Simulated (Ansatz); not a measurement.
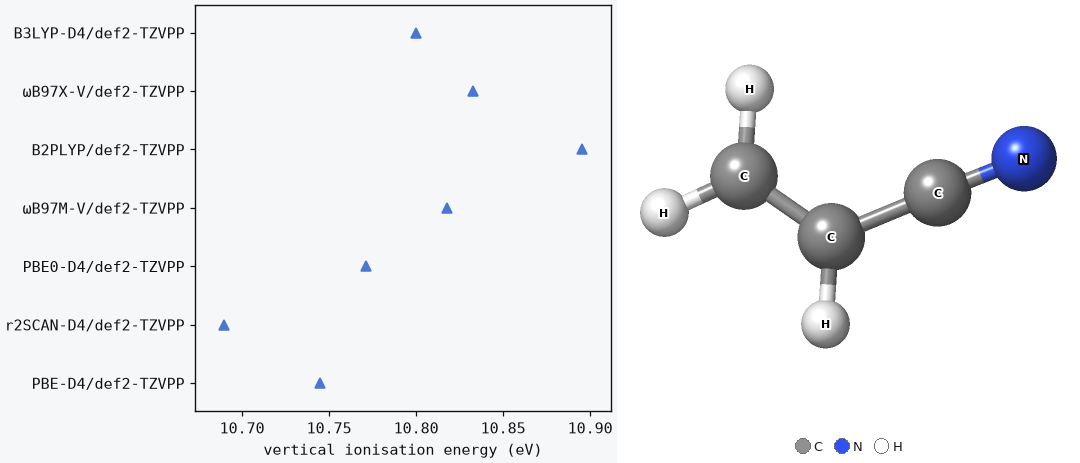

Vertical ionisation energy of C₃H₃N, SMILES C=CC#N, taken as the energy of the cation less that of the neutral at fixed geometry (unrestricted doublet cation, cores frozen in correlated methods, no spin-orbit coupling), the Ansatz code 0.2.0, at a PBE0-D4/def2-TZVP geometry (a minimum by its frequencies).

### What range do the values span?

From 10.69 eV (r2SCAN-D4/def2-TZVPP) to 10.90 eV (B2PLYP/def2-TZVPP).

### Give the values.

| level | eV |
| --- | --- |
| B3LYP-D4/def2-TZVPP | 10.80 |
| ωB97X-V/def2-TZVPP | 10.83 |
| B2PLYP/def2-TZVPP | 10.90 |
| ωB97M-V/def2-TZVPP | 10.82 |
| PBE0-D4/def2-TZVPP | 10.77 |
| r2SCAN-D4/def2-TZVPP | 10.69 |
| PBE-D4/def2-TZVPP | 10.74 |
